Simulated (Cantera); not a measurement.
Feed: 1 mol HgO, 1.7 mol N2, 0.093 mol H2, equilibrated at 2.60 bar.

Method: chemical equilibrium by Gibbs-energy minimisation in Cantera with the NASA 1993 tables (ideal gas, pure condensed phases). Candidate condensed phases: H2O, Hg, HgO; 25 gas species. The numbers say what is thermodynamically allowed, not how fast it happens.

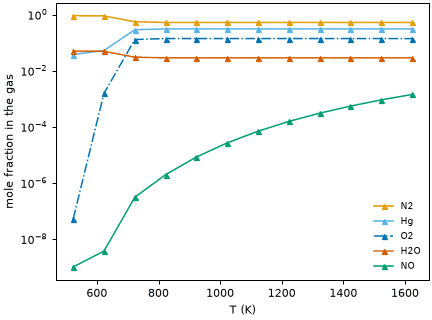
Equilibrium gas composition (values under 1e-9 drawn at 1e-9)

At 523 K the condensed part is Hg(l) + HgO(s). From 623 K to 723 K the condensed part is HgO(s). From 823 K to 1623 K nothing is condensed. The main Hg-bearing gas is Hg throughout.
